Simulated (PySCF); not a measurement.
# Acetonitrile, trifluoro- (C2F3N): electronic excitations at several levels of theory, part 2 of 2

PySCF 2.14.0. Atoms count from 0.

### Step 6. TDDFT and polarisability: LC-wPBE/def2-SVPD

The job: settings as JSON, then the geometry in Å.

```
{"job": {"kind": "uv", "xc": "LC-wPBE", "basis": "def2-SVPD", "ip": true}, "charge": 0, "multiplicity": 1}
N      0.608257    -1.649484    -1.286550
C      0.285966    -0.776024    -0.605151
C     -0.128627     0.349294     0.272476
F     -1.449495     0.427312     0.315646
F      0.330501     0.159781     1.499086
F      0.353396     1.489110    -0.195516
```

Method: TDDFT LC-wPBE/def2-SVPD, vertical, gas phase, core orbitals frozen in the response.

Output:

```text
coarse grid: 6496 points
cycle   1  E = -429.5900849786  dE =  1.180e+00  |g| = 1.095e+00  |ddm| = 3.062e+00
cycle   2  E = -429.4886005150  dE =  1.015e-01  |g| = 1.406e+00  |ddm| = 1.926e+00
cycle   3  E = -429.8297741289  dE = -3.412e-01  |g| = 1.534e-01  |ddm| = 1.153e+00
cycle   4  E = -429.8338139967  dE = -4.040e-03  |g| = 6.450e-02  |ddm| = 1.935e-01
cycle   5  E = -429.8346140856  dE = -8.001e-04  |g| = 1.436e-02  |ddm| = 8.611e-02
cycle   6  E = -429.8346641094  dE = -5.002e-05  |g| = 2.313e-03  |ddm| = 1.972e-02
cycle   7  E = -429.8346661676  dE = -2.058e-06  |g| = 5.675e-04  |ddm| = 7.923e-03
final grid: 68224 points
cycle   8  E = -429.9058926725  dE = -2.737e-05  |g| = 1.222e-02  |ddm| = 4.768e-02
cycle   9  E = -429.9058907812  dE =  1.891e-06  |g| = 1.255e-02  |ddm| = 1.511e-02
cycle  10  E = -429.9059141821  dE = -2.340e-05  |g| = 3.462e-04  |ddm| = 7.653e-03
cycle  11  E = -429.9059142065  dE = -2.441e-08  |g| = 1.621e-04  |ddm| = 6.016e-04
cycle  12  E = -429.9059142116  dE = -5.082e-09  |g| = 8.498e-05  |ddm| = 2.449e-04
cycle  13  E = -429.9059142130  dE = -1.453e-09  |g| = 1.055e-05  |ddm| = 9.526e-05
cycle  14  E = -429.9059142131  dE = -6.548e-11  |g| = 3.614e-06  |ddm| = 4.156e-05
converged SCF energy = -429.9059142131

Static polarisability (au): isotropic 30.631, principal 26.536 26.539 38.820

Singlet excitations
state   eV       nm        f      main configurations
  1   7.5505    164.2   0.00000   H->L 0.33, H-1->L+1 0.33, H-1->L 0.15
  2   8.0115    154.8   0.00006   H->L+1 0.27, H-1->L 0.27, H-1->L+1 0.20
  3   8.0115    154.8   0.00006   H-1->L+1 0.27, H->L 0.27, H-1->L 0.20
  4   9.1486    135.5   0.01415   H-2->L 0.95
  5   9.1500    135.5   0.01417   H-2->L+1 0.95
  6  10.7756    115.1   0.06273   H->L+2 0.60, H->L+3 0.26
  7  10.7756    115.1   0.06271   H-1->L+2 0.60, H-1->L+3 0.26
  8  11.4393    108.4   0.03207   H-2->L+2 0.52, H-2->L+3 0.24
  9  11.6539    106.4   0.00095   H-3->L 0.82, H-4->L+1 0.12
 10  11.6570    106.4   0.00083   H-3->L+1 0.82, H-4->L 0.13

Triplet excitations (Tamm-Dancoff, eV): 5.9964 6.6335 6.6336 7.5737
Vertical ionisation energy (delta-SCF) = 14.2466 eV
```

Run time: 32 s. Hardware: 1 thread, shared host.

This run: HOMO -14.17 eV, LUMO 1.57 eV; lowest singlet 7.55 eV.

### Step 7. Excited states and response: PBE0/6-31G*

The job, as its differences from that of step 6:

```diff
@@ -1,2 +1,2 @@
-{"job": {"kind": "uv", "xc": "LC-wPBE", "basis": "def2-SVPD", "ip": true}, "charge": 0, "multiplicity": 1}
+{"job": {"kind": "uv", "xc": "PBE0", "basis": "6-31G*"}, "charge": 0, "multiplicity": 1}
 N      0.608257    -1.649484    -1.286550
```

With the program's defaults for keys left out, this is: TDDFT PBE0/6-31G*, vertical, gas phase, core orbitals frozen in the response.

Output:

```text
coarse grid: 6496 points
cycle   1  E = -429.8406185270  dE =  1.109e+00  |g| = 9.941e-01  |ddm| = 3.040e+00
cycle   2  E = -429.4026001043  dE =  4.380e-01  |g| = 1.833e+00  |ddm| = 1.727e+00
cycle   3  E = -430.0034054533  dE = -6.008e-01  |g| = 3.255e-01  |ddm| = 1.277e+00
cycle   4  E = -430.0250059895  dE = -2.160e-02  |g| = 6.593e-02  |ddm| = 2.544e-01
cycle   5  E = -430.0259245881  dE = -9.186e-04  |g| = 8.763e-03  |ddm| = 5.664e-02
cycle   6  E = -430.0259408391  dE = -1.625e-05  |g| = 1.596e-03  |ddm| = 8.065e-03
cycle   7  E = -430.0259413588  dE = -5.197e-07  |g| = 2.757e-04  |ddm| = 1.326e-03
final grid: 68224 points
cycle   8  E = -430.0182460253  dE = -1.692e-05  |g| = 5.357e-03  |ddm| = 1.445e-02
cycle   9  E = -430.0182427430  dE =  3.282e-06  |g| = 7.244e-03  |ddm| = 8.189e-03
cycle  10  E = -430.0182513134  dE = -8.570e-06  |g| = 3.204e-04  |ddm| = 4.282e-03
cycle  11  E = -430.0182513312  dE = -1.782e-08  |g| = 1.955e-04  |ddm| = 3.916e-04
cycle  12  E = -430.0182513367  dE = -5.464e-09  |g| = 1.193e-04  |ddm| = 2.018e-04
cycle  13  E = -430.0182513397  dE = -3.012e-09  |g| = 1.209e-05  |ddm| = 8.766e-05
cycle  14  E = -430.0182513397  dE = -2.774e-11  |g| = 4.094e-06  |ddm| = 1.122e-05
converged SCF energy = -430.0182513397

Static polarisability (au): isotropic 23.651, principal 18.745 18.749 33.460

Singlet excitations
state   eV       nm        f      main configurations
  1   7.6128    162.9   0.00000   H->L 0.41, H-1->L+1 0.41, H-1->L 0.09
  2   8.0304    154.4   0.00010   H-1->L 0.44, H->L+1 0.44
  3   8.0304    154.4   0.00010   H-1->L+1 0.44, H->L 0.44
  4   8.9600    138.4   0.01264   H-2->L 0.99
  5   8.9617    138.3   0.01266   H-2->L+1 0.99
  6  10.5426    117.6   0.00249   H-3->L 0.96
  7  10.5455    117.6   0.00247   H-3->L+1 0.96
  8  11.1185    111.5   0.18390   H-5->L 0.44, H-6->L+1 0.27, H-1->L 0.09
  9  11.1419    111.3   0.00794   H-6->L+1 0.37, H-4->L 0.25, H-5->L 0.23
 10  11.1435    111.3   0.00586   H-5->L+1 0.31, H-6->L 0.30, H-4->L+1 0.23

Triplet excitations (Tamm-Dancoff, eV): 6.0501 6.6820 6.6821 7.4321
```

It took 4.7 s on 1 thread, shared host.

Key values: HOMO -10.76 eV, LUMO -0.40 eV; lowest singlet 7.61 eV.

### Step 8. Ultraviolet spectrum: PBE0/def2-SVP

The job, as its differences from that of step 7:

```diff
@@ -1,2 +1,2 @@
-{"job": {"kind": "uv", "xc": "PBE0", "basis": "6-31G*"}, "charge": 0, "multiplicity": 1}
+{"job": {"kind": "uv", "xc": "PBE0", "basis": "def2-SVP"}, "charge": 0, "multiplicity": 1}
 N      0.608257    -1.649484    -1.286550
```

Method: TDDFT PBE0/def2-SVP, vertical, gas phase, core orbitals frozen in the response.

Output:

```text
coarse grid: 6496 points
cycle   1  E = -429.4579167940  dE =  1.069e+00  |g| = 9.992e-01  |ddm| = 3.019e+00
cycle   2  E = -429.0233913933  dE =  4.345e-01  |g| = 1.819e+00  |ddm| = 1.839e+00
cycle   3  E = -429.6229469051  dE = -5.996e-01  |g| = 3.305e-01  |ddm| = 1.261e+00
cycle   4  E = -429.6452498732  dE = -2.230e-02  |g| = 6.883e-02  |ddm| = 2.633e-01
cycle   5  E = -429.6462297420  dE = -9.799e-04  |g| = 1.130e-02  |ddm| = 5.260e-02
cycle   6  E = -429.6462530140  dE = -2.327e-05  |g| = 1.636e-03  |ddm| = 1.006e-02
cycle   7  E = -429.6462535714  dE = -5.574e-07  |g| = 2.784e-04  |ddm| = 1.643e-03
final grid: 68224 points
cycle   8  E = -429.6985358906  dE = -1.566e-05  |g| = 3.991e-03  |ddm| = 1.303e-02
cycle   9  E = -429.6985340321  dE =  1.858e-06  |g| = 5.336e-03  |ddm| = 6.805e-03
cycle  10  E = -429.6985388507  dE = -4.819e-06  |g| = 6.624e-04  |ddm| = 3.872e-03
cycle  11  E = -429.6985389141  dE = -6.340e-08  |g| = 4.064e-04  |ddm| = 7.028e-04
cycle  12  E = -429.6985389490  dE = -3.488e-08  |g| = 4.756e-05  |ddm| = 2.765e-04
cycle  13  E = -429.6985389494  dE = -4.494e-10  |g| = 8.163e-06  |ddm| = 4.189e-05
converged SCF energy = -429.6985389494

Static polarisability (au): isotropic 22.946, principal 18.545 18.548 31.745

Singlet excitations
state   eV       nm        f      main configurations
  1   7.6491    162.1   0.00000   H->L 0.41, H-1->L+1 0.41, H-1->L 0.09
  2   8.0638    153.8   0.00009   H-1->L+1 0.28, H->L 0.28, H-1->L 0.22
  3   8.0638    153.8   0.00009   H->L+1 0.28, H-1->L 0.28, H-1->L+1 0.22
  4   8.9130    139.1   0.01473   H-2->L 0.99
  5   8.9147    139.1   0.01475   H-2->L+1 0.99
  6  10.6249    116.7   0.00278   H-3->L 0.96
  7  10.6277    116.7   0.00275   H-3->L+1 0.95
  8  11.1649    111.0   0.00917   H-4->L 0.66, H-5->L 0.11, H-1->L+2 0.08
  9  11.1669    111.0   0.00866   H-4->L+1 0.66, H-6->L 0.09, H-5->L+1 0.09
 10  11.1990    110.7   0.19377   H-6->L+1 0.33, H-5->L 0.32, H->L+1 0.10

Triplet excitations (Tamm-Dancoff, eV): 6.0772 6.7118 6.7119 7.3157
```

Run time: 4.4 s. Hardware: 1 thread, shared host.

This run: HOMO -11.03 eV, LUMO -0.64 eV; lowest singlet 7.65 eV.

### Step 9. Comparing the runs: electronic excitations

Excitations and ground-state properties, with basis size and wall time:

| run | lowest singlet (eV) | brightest (eV) | f | gap (eV) | α (Å³) | μ (D) | functions | time |
| --- | --- | --- | --- | --- | --- | --- | --- | --- |
| BHandHLYP/def2-SVPD | 7.28 | 11.90 | 0.860 | 12.79 | 4.42 | 1.33 | 129 | 21 s |
| CAM-B3LYP/def2-SVPD | 7.48 | 10.24 | 0.058 | 12.94 | 4.59 | 1.36 | 129 | 31 s |
| wB97X-D/def2-SVPD | 7.54 | 10.44 | 0.067 | 14.10 | 4.60 | 1.41 | 129 | 29 s |
| LC-wPBE/def2-SVPD | 7.55 | 10.78 | 0.063 | 15.75 | 4.54 | 1.41 | 129 | 32 s |
| PBE0/6-31G* | 7.61 | 11.12 | 0.184 | 10.36 | 3.50 | 1.52 | 84 | 4.7 s |
| PBE0/def2-SVP | 7.65 | 11.20 | 0.194 | 10.40 | 3.40 | 1.33 | 84 | 4.4 s |

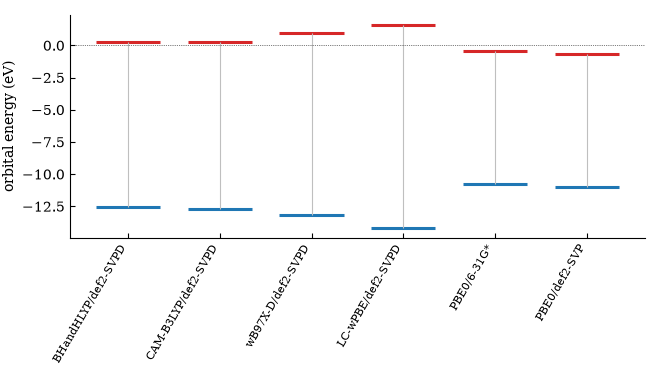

HOMO (blue) and LUMO (red) run by run.

Measured dipole: 1.33 D (gas; NIST CCCBDB Release 22 (SRD 101), experimental dipoles).

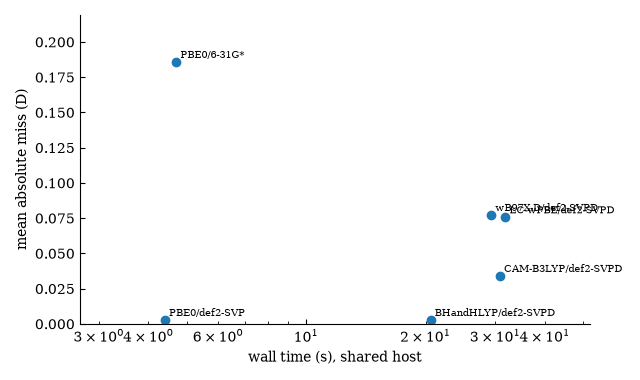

Cost against miss for the measured dipole.

### Step 10. What came out

This closing draws on all 2 parts.

| quantity | value |
| --- | --- |
| point group | C3v |
| rotational constants (main isotopes) | 5.73, 2.96, 2.96 GHz |
| lowest singlet (BHandHLYP/def2-SVPD) | 7.28 eV (170 nm), f = 0.000 |
| brightest single state of those computed | state 9, 11.90 eV, f = 0.860 |
| lowest triplet | 5.84 eV |
| vertical ionisation energy (ΔSCF) | 14.00 eV |
| range of the lowest singlet | 7.28 to 7.65 eV |

In words: Single values in the summary come from the first run of each kind that ended normally (BHandHLYP/def2-SVPD), which need not be the best level. Relaxing lowered the energy by 0.096 eV in 7 steps; the close pair that moved most is C2–F5, from 1.356 to 1.323 Å. The first singlet state (HOMO→LUMO 0.43, HOMO−1→LUMO+1 0.43) lies at 7.28 eV and is dark; of the 10 states computed, the strongest absorption comes from state 9 at 11.90 eV. The lowest triplet lies 1.43 eV below the lowest singlet (triplets in Tamm-Dancoff, singlets in full TDDFT). ΔSCF puts the ionisation energy at 14.00 eV, 1.47 eV above −ε(HOMO). The dipole moment, 1.33 D, compares with 1.33 D measured (one conformer here). The lowest singlet runs from 7.28 eV (BHandHLYP/def2-SVPD) to 7.65 eV (PBE0/def2-SVP), while the orbital gap spans 10.36 to 15.75 eV. The lowest state need not be the same one in every run. The runs solved for a few states only, so the brightest column depends on that window. For the measured dipole, PBE0/def2-SVP misses least (0.00 D, 4.4 s) and PBE0/6-31G* most (0.19 D, 4.7 s). One molecule ranks no method: errors cancel, and vibration and temperature are missing from all runs.
